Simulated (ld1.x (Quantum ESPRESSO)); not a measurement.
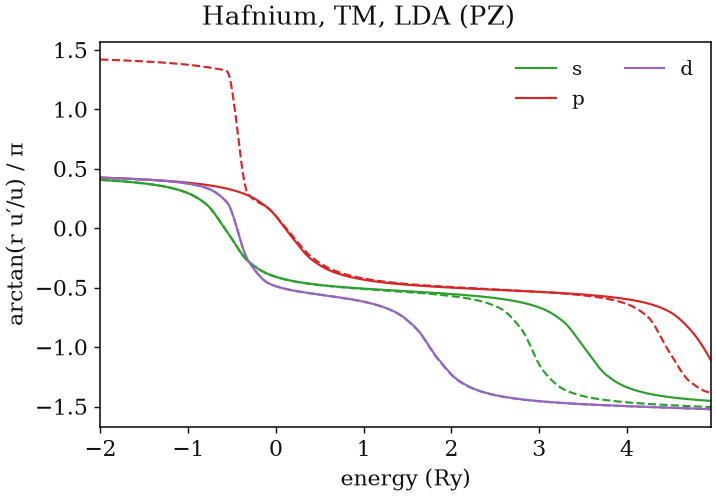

Unwrapped phase arctan(r u′/u) in units of π against energy, all-electron (solid) and pseudo (dashed); the pseudo phase is matched to the all-electron one at the reference energy. Here u = r R(r). A near-vertical step is a level narrower than the spacing of the points behind the curves.

```json
{"Element": "Hf", "Generator": "ld1.x (Quantum ESPRESSO) 7.5", "Type": "norm-conserving Troullier–Martins (Kleinman–Bylander form)", "Functional": "LDA (PZ)", "Relativity": "scalar-relativistic", "Frozen core": "[Xe] 4f14", "Valence charge": "4", "Reference configuration": "5d2 6s1 6p1", "Partial waves": "6s (bound): rc 2.95 bohr; 6p (bound): rc 2.95 bohr; 5d (bound): rc 2.30 bohr", "Local potential": "the d channel", "Core correction": "none"}
```

### Does the potential have spurious states?

Going away from the reference energies, the phases part by more than π/2 in: s at about 3.0 Ry (above its reference energy, pseudo phase lower); p at about -0.4 Ry (below its reference energy, pseudo phase higher, at the flagged ghost). Such a step is either a state that only one of the two atoms has or an ordinary level shifted in energy. The separate test gives: ghost states below the valence levels: s at -38.8 eV, p at -5.2 eV. The other bound ghosts lie below the range of the plot.

### How far from the reference energy is each channel transferable, at a tolerance of 0.05 rad?

s: up to about 2.0 Ry; p: between about -0.3 and 0.2 Ry; d: over the whole range drawn.

### Counted from its reference energy, which channel leaves the all-electron phase first?

The p channel: its phase error passes 0.05 rad 0.3 Ry above its reference energy, against 2.4 Ry for s.
